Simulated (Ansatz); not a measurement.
The starting structures come from a database of crystals and need not be the phases stable at ambient conditions.

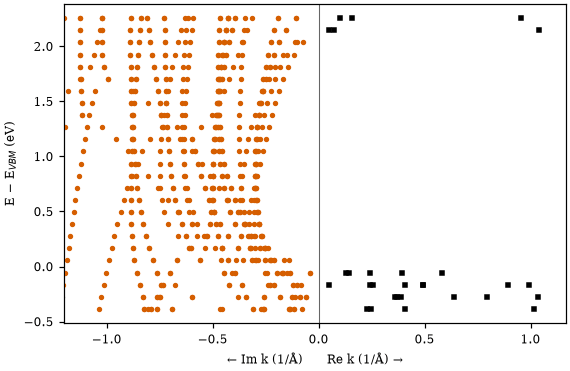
*Complex bands at the centre of the two-dimensional zone; r2SCAN (Ansatz, a first-principles code)*

No gap correction and no spin-orbit coupling; mid-gap values are interpolated between computed energies.

**Question.** This is Cs2Pt (P6_3/mmc, not sure to be the ambient phase, 6 atoms a cell, 38.4 Å³ an atom) along the normal of (110). Read off the slowest decay at the centre of the two-dimensional zone at 1.04 eV, the computed energy nearest the middle of the gap.

**Answer.** κ ≈ 0.26 1/Å, a decay length 1/(2κ) of the density of 1.9 Å.
